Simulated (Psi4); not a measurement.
Single-point calculation, with input and output: NH$_{3}$ (part 2 of 2)

The same run, continued: NH$_{3}$, SMILES N; DLPNO-CCSD(T)/cc-pVTZ, RHF (Psi4 1.11). The geometry was optimised with BP86/def2-SVP.

Geometry of the input (Å):
```
N  -0.0722  0.2575  0.1145
H  0.5006  -0.3388  0.7322
H  -0.8765  -0.3390  -0.1354
H  0.4770  0.3168  -0.7573
```

The program's output, continued:
```
      Avg Occ Number Tol: 4.908e-09
      Min Occ Number Tol: 5.919e-10
      Max Occ Number Tol: 6.413e-09

      Avg Trace Sum: 0.999999
      Min Trace Sum: 0.999999
      Max Trace Sum: 1.000000

      Avg Energy Ratio: 0.999997
      Min Energy Ratio: 0.999996
      Max Energy Ratio: 1.000000

    PNO truncation energy = -0.000000448292

  ==> PNO-LMP2 Memory Estimate <==

    (q | i a) [AUX, LMO, PAO]  :    0.000 [GB]
    X^{PNO}_{u_{ij} a_{ij}}    :    0.001 [GB]
    (i a_{ij} | j b_{ij})      :    0.001 [GB]
    T_{ij}^{a_{ij} b_{ij}}     :    0.001 [GB]
    U_{ij}^{a_{ij} b_{ij}}     :    0.001 [GB]
    PNO overlaps               :    0.002 [GB]
    Total Memory Required      :    0.005 [GB]
    Total Memory Given         :    1.600 [GB]

  ==> Iterative Local MP2 with Pair Natural Orbitals (PNOs) <==

    E_CONVERGENCE = 1.00e-08
    R_CONVERGENCE = 1.00e-08

                         Corr. Energy    Delta E     Max R     Time (s)
  @PNO-LMP2 iter   1:  -0.234466825168 -2.345e-01  3.216e-04        0
  @PNO-LMP2 iter   2:  -0.236422306440 -1.955e-03  7.369e-05        0
  @PNO-LMP2 iter   3:  -0.236538177371 -1.159e-04  1.314e-05        0
  @PNO-LMP2 iter   4:  -0.236550728748 -1.255e-05  2.263e-06        0
  @PNO-LMP2 iter   5:  -0.236551709791 -9.810e-07  2.880e-07        0
  @PNO-LMP2 iter   6:  -0.236551862298 -1.525e-07  3.892e-08        0
  @PNO-LMP2 iter   7:  -0.236551871851 -9.553e-09  5.861e-09        1

  ==> Final Strong and Weak Pairs <==

    Weak Pairs                      = 0
    Strong Pairs                    = 16
    Strong Pairs / Total Pairs      = (100.00 %)

  Total DLPNO-MP2 Correlation Energy:  -0.236552320143
    MP2 Correlation Energy:            -0.236551871851
    Semicanonical MP2 Correction:       0.000000000000
    Dipole Correction:                  0.000000000000
    PNO Truncation Correction:         -0.000000448292

  @Total DLPNO-MP2 Energy: -56.451972951377

   * WARNING: This answer will likely vary from one obtained by a energy('dlpno-mp2') call
                due to lack of a semi-canonical MP2 prescreening step in DLPNO-MP2, as well
                as slightly tighter cutoffs utilized to increase accuracy in the context of CC!!!

    Auxiliary BFs per Local MO:
      Average =  171 AUX BFs (4 atoms)
      Min     =  171 AUX BFs (4 atoms)
      Max     =  171 AUX BFs (4 atoms)

    Projected AOs per Local MO:
      Average =   72 PAOs (4 atoms)
      Min     =   72 PAOs (4 atoms)
      Max     =   72 PAOs (4 atoms)

    Local MOs per Local MO:
      Average =    4 LMOs
      Min     =    4 LMOs
      Max     =    4 LMOs

  ==> Merging LMO Domains into LMO Pair Domains <==

    Auxiliary BFs per Local MO pair:
      Average =  171 AUX BFs (4 atoms)
      Min     =  171 AUX BFs (4 atoms)
      Max     =  171 AUX BFs (4 atoms)

    Local MOs per Local MO pair:
      Average =    4 LMOs
      Min     =    4 LMOs
      Max     =    4 LMOs

    Projected AOs per Local MO pair:
      Average =   72 PAOs (4 atoms)
      Min     =   72 PAOs (4 atoms)
      Max     =   72 PAOs (4 atoms)

  ==> Forming Pair Natural Orbitals (for LCCSD) <==

    Natural Orbitals per Local MO pair:
      Avg:  45 NOs
      Min:  42 NOs
      Max:  59 NOs

      Avg Occ Number Tol: 2.621e-07
      Min Occ Number Tol: 1.046e-08
      Max Occ Number Tol: 3.532e-07

      Avg Trace Sum: 0.999723
      Min Trace Sum: 0.999590
      Max Trace Sum: 0.999995

      Avg Energy Ratio: 0.998866
      Min Energy Ratio: 0.998325
      Max Energy Ratio: 0.999988

    LMP2 Weak Pair energy = 0.000000000000
    PNO truncation energy = -0.000192933276

  ==> Transforming 3-Index Integrals to LMO/LMO basis <==

  ==> Transforming 3-Index Integrals to PAO/PAO basis <==

    * PAO/PAO Integral Memory After Screening: 0.003 [GiB]

  ==> DLPNO-CCSD Memory Requirements <==

    *** Common Quantities ***
    (q | i j) [AUX, LMO]          :    0.000 [GB]
    (q | i a) [AUX, LMO, PAO]     :    0.000 [GB]
    (q | a b) [AUX, PAO]          :    0.004 [GB]
    (k_{ij}, l_{ij})-like         :    0.000 [GB]
    (k_{ij}, c_{ij})-like         :    0.000 [GB]
    (a_{ij}, b_{ij})-like         :    0.002 [GB]
    (a_{ij}, c_{kj})-like         :    0.002 [GB]
    (i a_{ij} | b_{ij}, c_{ij})   :    0.013 [GB]
    (Q_{ij} | k_{ij} i)           :    0.000 [GB]
    (Q_{ij} | a_{ij} i)           :    0.002 [GB]
    (Q_{ij} | m_{ij} a_{ij})      :    0.003 [GB]
    (Q_{ij} | a_{ij} b_{ij})      :    0.032 [GB]

    *** Maximum ERI buffer space of 0.011 [GB] per pair, over 1 threads...

    Buffer Space for ERIs         :    0.011 [GB]
    Total Memory Required (ERIs)  :    0.069 [GB]

    *** Quantities for LCCSD Iterations ***
    PNO overlaps                  :    0.002 [GB]

    *** Maximum CCSD buffer space of 0.010 [GB] per pair, over 1 threads...

    Buffer Space for Iterations   :    0.010 [GB]
    Total Memory Required (LCCSD) :    0.071 [GB]

    Total Memory Given            :    1.600 [GB]

    Using high memory PNO overlap algorithm...

    Storing (Q_{ij}|m_{ij} a_{ij}) integrals in RAM...

    Storing (Q_{ij}|a_{ij} b_{ij}) integrals in RAM...

    Computing integrals in the PNO basis from PAO integrals...

    Integral Computation Complete!!! Time Elapsed:    0 seconds

  ==> Local CCSD <==

    E_CONVERGENCE = 1.00e-06
    R_CONVERGENCE = 1.00e-06

                      Corr. Energy    Delta E     Max R1     Max R2     Time (s)
  @LCCSD iter   1:  -0.243558497554 -2.436e-01  3.260e-03  9.078e-04        1
  @LCCSD iter   2:  -0.248164231467 -4.606e-03  3.500e-04  2.714e-04        0
  @LCCSD iter   3:  -0.248867263611 -7.030e-04  1.763e-04  8.186e-05        0
  @LCCSD iter   4:  -0.249126964858 -2.597e-04  4.272e-05  2.111e-05        0
  @LCCSD iter   5:  -0.249153859347 -2.689e-05  3.244e-05  5.210e-06        1
  @LCCSD iter   6:  -0.249152612831  1.247e-06  1.016e-05  2.437e-06        0
  @LCCSD iter   7:  -0.249155839364 -3.227e-06  7.861e-06  8.371e-07        0
  @LCCSD iter   8:  -0.249155305192  5.342e-07  2.804e-06  4.613e-07        0
  @LCCSD iter   9:  -0.249155852914 -5.477e-07  1.223e-06  1.573e-07        1
  @LCCSD iter  10:  -0.249155943038 -9.012e-08  3.326e-07  4.945e-08        0

  T1 Diagnostic: 0.00637380

  Total DLPNO-CCSD Correlation Energy:  -0.249348876314
    CCSD Correlation Energy:            -0.249155943038
    Weak Pair Contribution:              0.000000000000
    Semicanonical MP2 Correction:        0.000000000000
    Dipole Pair Correction:              0.000000000000
    PNO Truncation Correction:          -0.000192933276

  @Total DLPNO-CCSD Energy: -56.464769507548
    *** Wow, that was fast! A thousand hallelujahs!!!

   --------------------------------------------
                    DLPNO-CCSD(T)
   --------------------------------------------

  DLPNO convergence set to NORMAL.

  Detailed DLPNO thresholds and cutoffs:
    ALGORITHM    = ITERATIVE (T)
    T_CUT_TNO (T0)             = 1.000e-09
    T_CUT_DO_TRIPLES (T0)      = 1.000e-02
    T_CUT_MKN_TRIPLES (T0)     = 1.000e-02
    T_CUT_TRIPLES_WEAK (T0)    = 1.000e-08
    T_CUT_TNO_PRE (T0)         = 1.000e-07
    T_CUT_DO_TRIPLES_PRE (T0)  = 2.000e-02
    T_CUT_MKN_TRIPLES_PRE (T0) = 1.000e-01
    T_CUT_TNO_STRONG (T)       = 1.000e-08
    T_CUT_TNO_WEAK (T)         = 1.000e-07
    F_CUT_T (T)                = 1.000e-03
    T_CUT_ITER (T)             = 1.000e-05
    MIN_TNOS                   =      9
    TRIPLES_MAX_WEAK_PAIRS     =      1

   Starting Triplet Prescreening...
     T_CUT_TNO set to 1.000e-07
     T_CUT_DO  set to 2.000e-02
     T_CUT_MKN set to 1.000e-01

    Number of (Unique) Local MO triplets: 16
    Max Number of Possible (Unique) LMO Triplets: 16 (Ratio: 1.0000)
    Natural Orbitals per Local MO triplet:
      Avg:  49 NOs
      Min:  45 NOs
      Max:  58 NOs

    (Relavent) Semicanonical LCCSD(T0) Computation Complete!!! Time Elapsed:    1 seconds

   Continuing computation with surviving triplets...
     Eliminated all triples with energy less than 1.000e-08 Eh...

    * Energy Contribution From Screened Triplets: 0.000000000000

     T_CUT_TNO (re)set to 1.000e-09
     T_CUT_DO  (re)set to 1.000e-02
     T_CUT_MKN (re)set to 1.000e-02

    Number of (Unique) Local MO triplets: 16
    Max Number of Possible (Unique) LMO Triplets: 16 (Ratio: 1.0000)
    Natural Orbitals per Local MO triplet:
      Avg:  64 NOs
      Min:  62 NOs
      Max:  67 NOs

    (Relavent) Semicanonical LCCSD(T0) Computation Complete!!! Time Elapsed:    2 seconds

    DLPNO-CCSD(T0) Correlation Energy:  -0.256808164730
    * DLPNO-CCSD Contribution:          -0.249155943038
    * DLPNO-(T0) Contribution:          -0.007652221692
    * Screened Triplets Contribution:    0.000000000000

  ==> Computing Full Iterative (T) <==

  ==> Sorting Triplets <==

    Number of Strong Triplets:     15, Total Triplets:     16, Ratio: 0.9375

     T_CUT_TNO (re)set to 1.000e-08 for strong triples
     T_CUT_TNO (re)set to 1.000e-07 for weak triples

    Number of (Unique) Local MO triplets: 16
    Max Number of Possible (Unique) LMO Triplets: 16 (Ratio: 1.0000)
    Natural Orbitals per Local MO triplet:
      Avg:  58 NOs
      Min:  49 NOs
      Max:  67 NOs

  ==> DLPNO-(T) Memory Requirements <==

    (q | i j) integrals    : 0.000 [GB]
    (q | i a) integrals    : 0.000 [GB]
    (q | a b) integrals    : 0.004 [GB]
    W_{ijk}^{abc}          : 0.026 [GB]
    V_{ijk}^{abc}          : 0.026 [GB]
    T_{ijk}^{abc}          : 0.026 [GB]
    Total Memory Required  : 0.082 [GB]
    Total Memory Given     : 1.600 [GB]

    Storing all X_{ijk}^{abc} quantities in RAM...

    (Relavent) Semicanonical LCCSD(T0) Computation Complete!!! Time Elapsed:    1 seconds

  ==> Local CCSD(T) <==

    E_CONVERGENCE = 1.00e-06
    R_CONVERGENCE = 1.00e-06

                         Corr. Energy    Delta E     Max R     Time (s)
  @LCCSD(T) iter   1:  -0.007850363434 -7.850e-03  6.427e-06        3
  @LCCSD(T) iter   2:  -0.007862686692 -1.232e-05  4.206e-07        2
  @LCCSD(T) iter   3:  -0.007862821141 -1.344e-07  3.188e-08        3

    DLPNO-CCSD(T0) energy at looser tolerance:  -0.007639619342
    DLPNO-CCSD(T)  energy at looser tolerance:  -0.007862821141
    * Net Iterative (T) contribution:           -0.000223201799

  Total DLPNO-CCSD(T) Correlation Energy:  -0.257224299805
    DLPNO-CCSD Contribution:               -0.249348876314
    DLPNO-(T) Contribution:                -0.007875423491
    Screened Triplets Contribution:         0.000000000000

  @Total DLPNO-CCSD(T) Energy: -56.472644931039

	total time  =         16 seconds =       0.27 minutes

  Variable Map:
  ----------------------------------------------------------------------------
  "(T) CORRECTION ENERGY"           =>      -0.007875423491
  "CC T1 DIAGNOSTIC"                =>       0.006373799228
  "CCSD CORRELATION ENERGY"         =>      -0.249348876314
  "CCSD TOTAL ENERGY"               =>     -56.464769507548
  "CCSD(T) CORRELATION ENERGY"      =>      -0.257224299805
  "CCSD(T) TOTAL ENERGY"            =>     -56.472644931039
  "CURRENT CORRELATION ENERGY"      =>      -0.257224299805
  "CURRENT ENERGY"                  =>     -56.472644931039
  "CURRENT REFERENCE ENERGY"        =>     -56.215420631234
  "DD SOLVATION ENERGY"             =>       0.000000000000
  "DLPNO DIPOLE ENERGY"             =>       0.000000000000
  "DLPNO LMP2 WEAK PAIR ENERGY"     =>       0.000000000000
  "DLPNO PNO TRUNCATION ERROR"      =>      -0.000192933276
  "DLPNO SC-LMP2 PAIR ENERGY"       =>       0.000000000000
  "DLPNO SCREENED TRIPLETS ENERGY"  =>       0.000000000000
  "DLPNO SEMICANONICAL (T0) ENERGY" =>      -0.007652221692
  "HF KINETIC ENERGY"               =>      56.071921018968
  "HF POTENTIAL ENERGY"             =>    -112.287341650202
  "HF TOTAL ENERGY"                 =>     -56.215420631234
  "HF VIRIAL RATIO"                 =>       2.002559206278
  "MP2 CORRELATION ENERGY"          =>      -0.236552320143
  "MP2 TOTAL ENERGY"                =>     -56.451972951377
  "NUCLEAR REPULSION ENERGY"        =>      11.743048596137
  "ONE-ELECTRON ENERGY"             =>     -99.251834343907
  "PCM POLARIZATION ENERGY"         =>       0.000000000000
  "PE ENERGY"                       =>       0.000000000000
  "SCF ITERATION ENERGY"            =>     -56.215420631234
  "SCF ITERATIONS"                  =>      10.000000000000
  "SCF TOTAL ENERGY"                =>     -56.215420631234
  "TWO-ELECTRON ENERGY"             =>      31.293365116536

  Array Variable Map:
  ----------------------------------------------------------------------------
  "CURRENT DIPOLE"                  =>       0.172918348090 ... -0.274396861361 1 by 3
  "SCF DIPOLE"                      =>       0.172918348090 ... -0.274396861361 1 by 3
  "SCF TOTAL ENERGIES"              =>     -55.653852376819 ... -56.215420631234 1 by 11

    Psi4 run time: 0:00:17.34
```

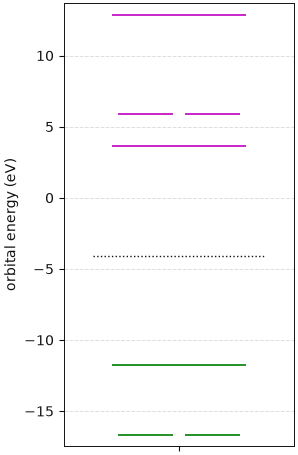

**Figure 1.** Orbital energies near the frontier (SCF reference); the dotted line parts filled from empty levels, and levels within 0.02 eV of each other stand side by side. Highest filled −11.79 eV, lowest empty 3.67 eV, 15.46 eV apart.

Summary:

```tsv
quantity	value
outcome	converged
total energy	−56.472645 hartree
SCF energy	−56.215421 hartree
MP2 energy	−56.451973 hartree
CCSD energy	−56.464770 hartree
correlation energy	−0.257224 hartree
(T) correction	−0.007875 hartree
basis functions	72
T1 diagnostic	0.006
HOMO of the SCF reference	−11.79 eV
LUMO of the SCF reference	3.67 eV
hardware	1 thread of Intel Xeon @ 2.50GHz (Skylake/Cascade Lake), 12 GiB of memory available, shared host
wall time	20 s
peak memory	0.31 GiB
```
